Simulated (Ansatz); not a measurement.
## Run report: CH4BFO2S, geometry relaxation (part 1 of 2)

System: CH4BFO2S.
Method: RKS PBE-D4/6-31G* (Ansatz 0.2.0).

It belongs to a series of runs on one base structure; here: end point B relaxed. Figures and captions count atoms from 1; the log counts them from 0 in places.

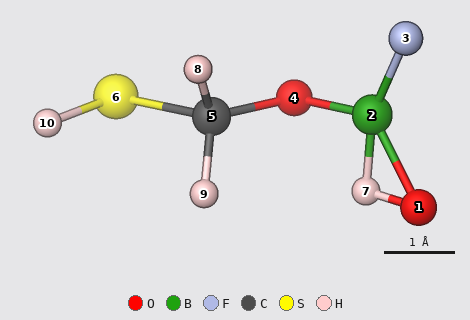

The input geometry (ball-and-stick view, seen at a tilt; atoms are numbered from 1 in the order of the input).

**Summary**

```json
{"quantity": "outcome", "value": "converged"}
{"quantity": "total energy", "value": "−19414.2398 eV"}
{"quantity": "mean-field energy", "value": "−19414.0350 eV"}
{"quantity": "largest force (length of the vector) at the end", "value": "0.007 eV/Å"}
{"quantity": "hardware", "value": "2 threads of Intel Xeon @ 2.50GHz (Skylake/Cascade Lake), 16 GiB of memory available, shared host"}
{"quantity": "wall time", "value": "69 s (CPU time 2.2 min)"}
{"quantity": "peak memory", "value": "0.21 GiB"}
```

**Input**
```yaml
crystal:
  periodic: [false, false, false]
  atoms:
    - { symbol: O, position_ang: [-0.2496, -2.4735, 0.1596] }
    - { symbol: B, position_ang: [-0.1879, -1.3286, -0.8038] }
    - { symbol: F, position_ang: [0.5542, -1.4931, -2.0271] }
    - { symbol: O, position_ang: [-0.8277, -0.0525, -0.5618] }
    - { symbol: C, position_ang: [-0.0498, 0.8017, 0.1309] }
    - { symbol: S, position_ang: [-0.935, 2.3831, 0.4408] }
    - { symbol: H, position_ang: [-0.60903, -1.5969, 0.25429] }
    - { symbol: H, position_ang: [0.9042, 1.0642, -0.4459] }
    - { symbol: H, position_ang: [0.2305, 0.4042, 1.1849] }
    - { symbol: H, position_ang: [0.1615, 2.9377, 1.1451] }
basis:
  gaussian: { orbitals: "6-31G*" }
hamiltonian:
  xc: pbe
  dispersion: d4
relax:
  f_tol: 0.02
  max_steps: 50
```

Launch command:
```bash
ansatz run input.yaml --threads 2 --pin off --max-ram 3072MiB --backend cpu --events-out ev --progress --plain --runs-dir out
```

**The program's output**
```
The last accepted step is kept in [file] (removed where the run ends without a failure and the disk answers)
Engine: ansatz 0.2.0, x86_64-unknown-linux-gnu
Functional definition: PBE
  parameter kappa = 0.804
  parameter beta = 0.06672455060314922
  exchange = pbe_x(kappa = kappa, mu = beta*pi^2/3)
  correlation = pbe_c(beta = beta)
1096 factors; their error is unknown
mean field evaluation 1: about -19403.1912 eV, gradient 6.2e1 eV
mean field evaluation 2: about -19375.3201 eV, gradient 1.3e2 eV
mean field evaluation 4: about -19409.9605 eV, gradient 9.8e0 eV
mean field evaluation 8: about -19410.1319 eV, gradient 1.2e-1 eV
mean field evaluation 16: about -19410.0592 eV, gradient 1.2e-3 eV
mean field -19410.05916720 eV, -713.3065177841 hartree, gradient 9.1e-6 eV, S^2 0.000000; 0 other end points of the search recorded, 0 dependent functions left out
the calculation of the forces begins
reference -19410.05919303 eV, -713.3065187330 hartree; 28, 28 occupied and 74, 74 virtual orbitals, 1096 factors
relax step   1: F+E_penalty+E_count = -19410.24977483 eV  Δ(F+E_penalty+E_count) = +0.000e0 eV  max|allowed force component| = 7.603e0 eV/Å  Δτ_max = 0.0000 Å  (30 SCF iters, accepted)
these checks for a lower state are left out or cut short: starts, cluster_reference, orbital_swaps, neighbouring_geometries, increment
1096 factors; their error is unknown
mean field -19411.69170751 eV, -713.3665125339 hartree, gradient 9.5e-6 eV, S^2 0.000000; 0 other end points of the search recorded, 0 dependent functions left out
[... from here on the field's lines of each further geometry are left out, up to the last ...]
relax step   2: F+E_penalty+E_count = -19411.88330131 eV  Δ(F+E_penalty+E_count) = -1.634e0 eV  max|allowed force component| = 4.639e0 eV/Å  Δτ_max = 0.1273 Å  (30 SCF iters, accepted)
relax step   3: F+E_penalty+E_count = -19413.02705603 eV  Δ(F+E_penalty+E_count) = -1.144e0 eV  max|allowed force component| = 2.412e0 eV/Å  Δτ_max = 0.1949 Å  (37 SCF iters, accepted)
relax step   4: F+E_penalty+E_count = -19413.40244414 eV  Δ(F+E_penalty+E_count) = -3.754e-1 eV  max|allowed force component| = 2.036e0 eV/Å  Δτ_max = 0.1990 Å  (30 SCF iters, accepted)
relax step   5: F+E_penalty+E_count = -19413.60942435 eV  Δ(F+E_penalty+E_count) = -2.070e-1 eV  max|allowed force component| = 1.065e0 eV/Å  Δτ_max = 0.2000 Å  (29 SCF iters, accepted)
relax step   6: F+E_penalty+E_count = -19413.70724109 eV  Δ(F+E_penalty+E_count) = -9.782e-2 eV  max|allowed force component| = 4.661e-1 eV/Å  Δτ_max = 0.1998 Å  (35 SCF iters, accepted)
relax step   7: F+E_penalty+E_count = -19413.76976918 eV  Δ(F+E_penalty+E_count) = -6.253e-2 eV  max|allowed force component| = 5.709e-1 eV/Å  Δτ_max = 0.1953 Å  (35 SCF iters, accepted)
relax step   8: F+E_penalty+E_count = -19413.85151901 eV  Δ(F+E_penalty+E_count) = -8.175e-2 eV  max|allowed force component| = 5.915e-1 eV/Å  Δτ_max = 0.1952 Å  (36 SCF iters, accepted)
relax step   9: F+E_penalty+E_count = -19413.89824801 eV  Δ(F+E_penalty+E_count) = -4.673e-2 eV  max|allowed force component| = 8.689e-1 eV/Å  Δτ_max = 0.1792 Å  (36 SCF iters, accepted)
relax step  10: F+E_penalty+E_count = -19413.91981359 eV  Δ(F+E_penalty+E_count) = -2.157e-2 eV  max|allowed force component| = 1.728e0 eV/Å  Δτ_max = 0.0966 Å  (30 SCF iters, accepted)
relax step  11: F+E_penalty+E_count = -19414.01141252 eV  Δ(F+E_penalty+E_count) = -9.160e-2 eV  max|allowed force component| = 5.213e-1 eV/Å  Δτ_max = 0.2000 Å  (36 SCF iters, accepted)
relax step  12: F+E_penalty+E_count = -19414.03481642 eV  Δ(F+E_penalty+E_count) = -2.340e-2 eV  max|allowed force component| = 8.403e-2 eV/Å  Δτ_max = 0.0742 Å  (30 SCF iters, accepted)
relax step  13: F+E_penalty+E_count = -19414.04152294 eV  Δ(F+E_penalty+E_count) = -6.707e-3 eV  max|allowed force component| = 2.087e-1 eV/Å  Δτ_max = 0.1052 Å  (27 SCF iters, accepted)
relax step  14: F+E_penalty+E_count = -19414.04513755 eV  Δ(F+E_penalty+E_count) = -3.615e-3 eV  max|allowed force component| = 2.554e-1 eV/Å  Δτ_max = 0.0880 Å  (30 SCF iters, accepted)
relax step  15: F+E_penalty+E_count = -19414.05266476 eV  Δ(F+E_penalty+E_count) = -7.527e-3 eV  max|allowed force component| = 1.735e-1 eV/Å  Δτ_max = 0.0455 Å  (30 SCF iters, accepted)
relax step  16: F+E_penalty+E_count = -19414.08010304 eV  Δ(F+E_penalty+E_count) = -2.744e-2 eV  max|allowed force component| = 1.613e-1 eV/Å  Δτ_max = 0.2000 Å  (35 SCF iters, accepted)
relax step  17: F+E_penalty+E_count = -19414.06558862 eV  Δ(F+E_penalty+E_count) = +1.451e-2 eV  max|allowed force component| = 1.153e0 eV/Å  Δτ_max = 0.1987 Å  (35 SCF iters, rejected (line search))
relax step  18: F+E_penalty+E_count = -19414.09816291 eV  Δ(F+E_penalty+E_count) = -1.806e-2 eV  max|allowed force component| = 1.560e-1 eV/Å  Δτ_max = 0.0993 Å  (29 SCF iters, accepted)
relax step  19: F+E_penalty+E_count = -19414.11415840 eV  Δ(F+E_penalty+E_count) = -1.600e-2 eV  max|allowed force component| = 2.868e-1 eV/Å  Δτ_max = 0.0976 Å  (29 SCF iters, accepted)
relax step  20: F+E_penalty+E_count = -19414.14169237 eV  Δ(F+E_penalty+E_count) = -2.753e-2 eV  max|allowed force component| = 2.654e-1 eV/Å  Δτ_max = 0.1500 Å  (28 SCF iters, accepted)
relax step  21: F+E_penalty+E_count = -19414.17634045 eV  Δ(F+E_penalty+E_count) = -3.465e-2 eV  max|allowed force component| = 2.421e-1 eV/Å  Δτ_max = 0.2000 Å  (28 SCF iters, accepted)
relax step  22: F+E_penalty+E_count = -19414.19524761 eV  Δ(F+E_penalty+E_count) = -1.891e-2 eV  max|allowed force component| = 2.804e-1 eV/Å  Δτ_max = 0.1466 Å  (29 SCF iters, accepted)
relax step  23: F+E_penalty+E_count = -19414.21680059 eV  Δ(F+E_penalty+E_count) = -2.155e-2 eV  max|allowed force component| = 1.061e-1 eV/Å  Δτ_max = 0.2000 Å  (28 SCF iters, accepted)
relax step  24: F+E_penalty+E_count = -19414.22630114 eV  Δ(F+E_penalty+E_count) = -9.501e-3 eV  max|allowed force component| = 1.064e-1 eV/Å  Δτ_max = 0.1178 Å  (28 SCF iters, accepted)
relax step  25: F+E_penalty+E_count = -19414.22403630 eV  Δ(F+E_penalty+E_count) = +2.265e-3 eV  max|allowed force component| = 4.579e-1 eV/Å  Δτ_max = 0.1751 Å  (27 SCF iters, rejected (line search))
relax step  26: F+E_penalty+E_count = -19414.23094971 eV  Δ(F+E_penalty+E_count) = -4.649e-3 eV  max|allowed force component| = 7.800e-2 eV/Å  Δτ_max = 0.0854 Å  (30 SCF iters, accepted)
relax step  27: F+E_penalty+E_count = -19414.23466774 eV  Δ(F+E_penalty+E_count) = -3.718e-3 eV  max|allowed force component| = 1.320e-1 eV/Å  Δτ_max = 0.1000 Å  (29 SCF iters, accepted)
relax step  28: F+E_penalty+E_count = -19414.23611886 eV  Δ(F+E_penalty+E_count) = -1.451e-3 eV  max|allowed force component| = 2.379e-1 eV/Å  Δτ_max = 0.0976 Å  (29 SCF iters, accepted)
relax step  29: F+E_penalty+E_count = -19414.23860040 eV  Δ(F+E_penalty+E_count) = -2.482e-3 eV  max|allowed force component| = 1.549e-1 eV/Å  Δτ_max = 0.0467 Å  (29 SCF iters, accepted)
relax step  30: F+E_penalty+E_count = -19414.23922894 eV  Δ(F+E_penalty+E_count) = -6.285e-4 eV  max|allowed force component| = 1.250e-1 eV/Å  Δτ_max = 0.0341 Å  (30 SCF iters, accepted)
relax step  31: F+E_penalty+E_count = -19414.23967648 eV  Δ(F+E_penalty+E_count) = -4.475e-4 eV  max|allowed force component| = 3.403e-2 eV/Å  Δτ_max = 0.0115 Å  (30 SCF iters, accepted)
the calculation of the forces begins
reference -19414.03503675 eV, -713.4526282949 hartree; 28, 28 occupied and 74, 74 virtual orbitals, 1096 factors
relax step  32: F+E_penalty+E_count = -19414.23977447 eV  Δ(F+E_penalty+E_count) = -9.799e-5 eV  max|allowed force component| = 4.808e-3 eV/Å  Δτ_max = 0.0082 Å  (30 SCF iters, accepted)
1096 factors; their error is unknown
mean field evaluation 256: about -19414.1043 eV, gradient 6.0e-2 eV
```

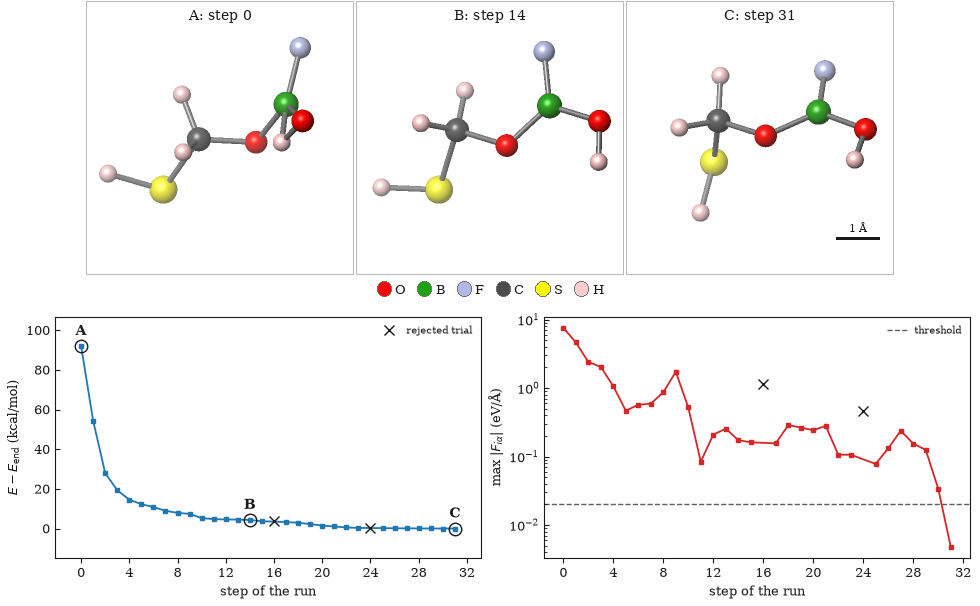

Frames of the relaxation (ball-and-stick view, seen at a tilt) above the curves, on which the letters mark them (the first geometry is step 0 here and step 1 in the log).

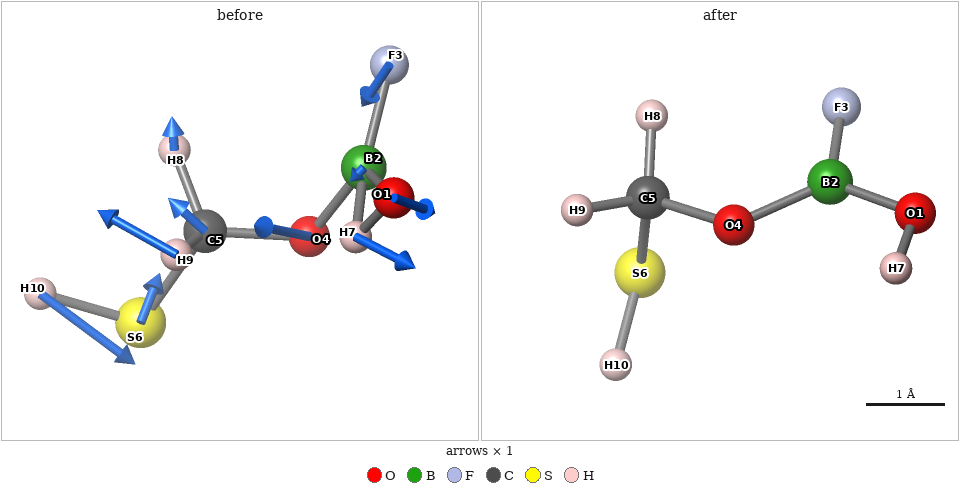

Before (left) and after (right) the relaxation, at one scale (ball-and-stick view, seen at a tilt). The blue arrows give the displacements, at true length. H10 moves most after the best rigid fit: 1.53 Å. Largest moves by element: H 1.53 Å, O 1.33 Å, F 0.82 Å, S 0.73 Å, C 0.67 Å, B 0.26 Å. Among the contacts that change: B2–H7 1.170 → 1.930 Å, O1–B2 1.498 → 1.365 Å, B2–F3 1.440 → 1.343 Å, O4–C5 1.347 → 1.420 Å. Bonds break: B2–H7 (1.17 → 1.93 Å). Among the angles that change: B2–O1–H7 51.4° → 109.8°, B2–O4–C5 112.9° → 119.4°, O4–C5–H9 112.9° → 107.2°. After 31 geometry steps the energy has fallen by 92.0 kcal/mol. The largest force component goes from 7.6 to 0.0048 eV/Å. The line search rejected the trial steps at points 16, 24 (counted from 0) and went back. (Atoms are counted from 1 in the order of the input.)

```
mean field -19414.03500937 eV, -713.4526272888 hartree, gradient 1.1e-5 eV, S^2 0.000000; 1 other end points of the search recorded, 0 dependent functions left out
the calculation of the forces begins
reference -19414.03503675 eV, -713.4526282949 hartree; 28, 28 occupied and 74, 74 virtual orbitals, 1096 factors
Total energy: -19414.23980185 eV, -713.4601532735 hartree
Atom 0 at    -0.997281    -2.306994    -0.393228 Å, force    -0.000477    -0.002548     0.002209 eV/Å
Atom 1 at    -0.325843    -1.139852    -0.620102 Å, force     0.003865     0.004373    -0.003377 eV/Å
Atom 2 at     0.004167    -0.822271    -1.882114 Å, force    -0.001812     0.001055     0.001157 eV/Å
Atom 3 at     0.031371    -0.323999     0.436682 Å, force    -0.000206    -0.000654     0.000738 eV/Å
Atom 4 at     0.631125     0.935749     0.172567 Å, force    -0.004808     0.003853    -0.001441 eV/Å
Atom 5 at    -0.580813     2.267054    -0.200630 Å, force     0.001555    -0.003154     0.000164 eV/Å
Atom 6 at    -1.181004    -2.403614     0.560889 Å, force    -0.000628    -0.000388    -0.000377 eV/Å
Atom 7 at     1.287955     0.897914    -0.711879 Å, force     0.001464    -0.002370    -0.000291 eV/Å
Atom 8 at     1.220843     1.207942     1.059707 Å, force     0.000853    -0.000591     0.001307 eV/Å
Atom 9 at    -1.099150     2.334369     1.055097 Å, force     0.000193     0.000423    -0.000088 eV/Å
Dipole moment:     0.133632     0.000341     0.564934 e Å
```

**Trajectory as extended XYZ (Å, eV, eV/Å), 32 frames, from step=1 to step=32**
```
10
Properties=species:S:1:pos:R:3:forces:R:3 step=1 energy=-19410.24978
O    -0.2496   -2.4735    0.1596    1.1846   1.5180  -3.5379
B    -0.1879   -1.3286   -0.8038    3.8572  -1.4052  -6.9356
F     0.5542   -1.4931   -2.0271   -1.8074   0.5490   2.8309
O    -0.8277   -0.0525   -0.5618   -0.8400  -3.5247  -1.4143
C    -0.0498    0.8017    0.1309    3.1234   1.8019   2.2913
S    -0.9350    2.3831    0.4408    0.4856   0.7295   0.4775
H    -0.6090   -1.5969    0.2543   -4.1934   0.9217   7.6029
H     0.9042    1.0642   -0.4459   -0.7419  -0.3809   0.6089
H     0.2305    0.4042    1.1849   -0.1164   0.2611  -1.3136
H     0.1615    2.9377    1.1451   -0.9517  -0.4703  -0.6100
10
Properties=species:S:1:pos:R:3:forces:R:3 step=2 energy=-19411.88330
O    -0.2617   -2.4576    0.0776    0.0572   3.2749  -2.4256
B    -0.1861   -1.3277   -0.8327    2.6933  -1.8252  -3.6898
F     0.5306   -1.4500   -2.0068   -0.9354   0.2670   1.3421
O    -0.7981   -0.0819   -0.5404   -0.3384  -1.6274  -0.4247
C     0.0082    0.8069    0.1576    1.3185   0.9399   0.9250
S    -0.9569    2.3662    0.4172    0.4200   0.0419   0.2123
H    -0.6962   -1.6079    0.3463   -2.1981  -1.0384   4.6394
H     0.9439    1.0464   -0.4082   -0.3659  -0.0777   0.0783
H     0.3214    0.4014    1.1611   -0.2439   0.1375  -0.4440
H     0.0862    2.9505    1.1053   -0.4073  -0.0925  -0.2131
10
Properties=species:S:1:pos:R:3:forces:R:3 step=3 energy=-19413.02706
O    -0.2527   -2.3640   -0.0288   -1.5004   0.9988   1.9973
B    -0.1387   -1.3510   -0.8764    0.5693   1.3129  -1.7341
F     0.5239   -1.4440   -2.0123    0.4509  -0.0168  -0.8051
O    -0.7729   -0.1285   -0.5328    0.1391   0.2389   0.1445
C     0.0438    0.8098    0.1681   -0.2136  -0.0095  -0.2083
S    -0.9476    2.3534    0.4169   -0.0693  -0.2449  -0.1349
H    -0.8021   -1.6464    0.5053    0.3422  -2.4117   0.6078
H     0.9489    1.0462   -0.4090    0.1427   0.0500  -0.1361
H     0.3339    0.4084    1.1515    0.0760  -0.0474   0.1805
H     0.0550    2.9623    1.0946    0.0632   0.1297   0.0884
10
Properties=species:S:1:pos:R:3:forces:R:3 step=4 energy=-19413.40244
O    -0.2920   -2.3670   -0.0131   -1.0171   2.0358   0.3288
B    -0.1237   -1.3173   -0.9116   -0.2697  -0.2206   0.5822
F     0.5539   -1.4122   -2.0531    0.0617  -0.2033   0.0757
O    -0.7521   -0.1097   -0.5415    0.2785   0.1646  -0.1035
C     0.0690    0.8228    0.1547   -0.1515  -0.0336  -0.1411
S    -0.9439    2.3461    0.4063   -0.0194  -0.0413  -0.0511
H    -0.8796   -1.7899    0.6196    0.9699  -1.7501  -0.6989
H     0.9687    1.0688   -0.4355    0.0702   0.0157   0.0122
H     0.3583    0.4208    1.1447    0.1002  -0.0017  -0.0201
H     0.0327    2.9837    1.1066   -0.0228   0.0345   0.0158
10
Properties=species:S:1:pos:R:3:forces:R:3 step=5 energy=-19413.60942
O    -0.3849   -2.3975   -0.0456   -0.6253   1.0650   0.1872
B    -0.1575   -1.3143   -0.8666    0.4020  -0.0956  -0.2465
F     0.6027   -1.4457   -1.9723   -0.2507  -0.0889   0.4194
O    -0.7109   -0.0723   -0.5431    0.1466  -0.0755   0.0436
C     0.1274    0.8693    0.1096   -0.0798   0.0776  -0.0092
S    -0.9537    2.3429    0.4172    0.0474  -0.0985   0.0136
H    -0.9740   -1.9650    0.6393    0.4362  -0.8133  -0.3238
H     0.9912    1.1635   -0.5169   -0.0742  -0.0655  -0.0550
H     0.4991    0.4578    1.0708   -0.0303   0.1098  -0.0228
H    -0.0480    3.0076    1.1846    0.0281  -0.0149  -0.0065
10
Properties=species:S:1:pos:R:3:forces:R:3 step=6 energy=-19413.70724
O    -0.4830   -2.4353   -0.1126   -0.1881   0.4661   0.1236
B    -0.1255   -1.3075   -0.8129   -0.3883  -0.3145  -0.0428
F     0.6839   -1.4332   -1.8716    0.1369   0.0318   0.1438
O    -0.6886   -0.0824   -0.4707    0.1426  -0.0700   0.2209
C     0.1503    0.9099    0.0922    0.0240   0.0867  -0.1614
S    -0.9712    2.3321    0.4666    0.0914  -0.0295   0.0224
H    -1.0916   -2.1221    0.6015    0.2671  -0.2995  -0.3033
H     0.9386    1.2145   -0.6231   -0.0390   0.0304   0.0372
H     0.6226    0.5435    1.0265   -0.0406   0.0921  -0.0285
H    -0.0442    3.0267    1.1811   -0.0059   0.0065  -0.0117
10
Properties=species:S:1:pos:R:3:forces:R:3 step=7 energy=-19413.76977
O    -0.5463   -2.4781   -0.1698   -0.2822   0.0936  -0.2065
B    -0.1691   -1.3170   -0.7952    0.5709   0.0225   0.3903
F     0.8026   -1.3856   -1.7328   -0.4177   0.0495   0.2611
O    -0.6952   -0.0999   -0.3792    0.1029  -0.1104   0.1465
C     0.1669    0.9398    0.0659    0.1096   0.0117  -0.1515
S    -0.9658    2.3310    0.5112    0.0460   0.0598  -0.0109
H    -1.1899   -2.2820    0.5478    0.1983   0.0182  -0.2866
H     0.8819    1.2531   -0.7289   -0.2014  -0.1318   0.1895
H     0.7258    0.6334    0.9810   -0.1021   0.0188  -0.2930
H    -0.0197    3.0516    1.1770   -0.0244  -0.0320  -0.0389
10
Properties=species:S:1:pos:R:3:forces:R:3 step=8 energy=-19413.85152
O    -0.6262   -2.5400   -0.2660    0.1317   0.5309  -0.1022
B    -0.1266   -1.3252   -0.6984   -0.2183  -0.3568  -0.2944
F     0.8536   -1.3374   -1.6370   -0.3384   0.0191   0.5915
O    -0.6771   -0.1354   -0.2415    0.5377  -0.0235   0.3014
C     0.1799    0.9732    0.0600    0.1894  -0.1682  -0.0426
S    -0.9657    2.3446    0.5338    0.0998   0.0216  -0.0174
H    -1.2894   -2.4186    0.4500    0.2213   0.1106  -0.2912
H     0.8174    1.2674   -0.8123   -0.3372  -0.2247   0.3191
H     0.8320    0.7261    0.9376   -0.2403   0.1279  -0.4162
H    -0.0065    3.0915    1.1509   -0.0457  -0.0370  -0.0481
```
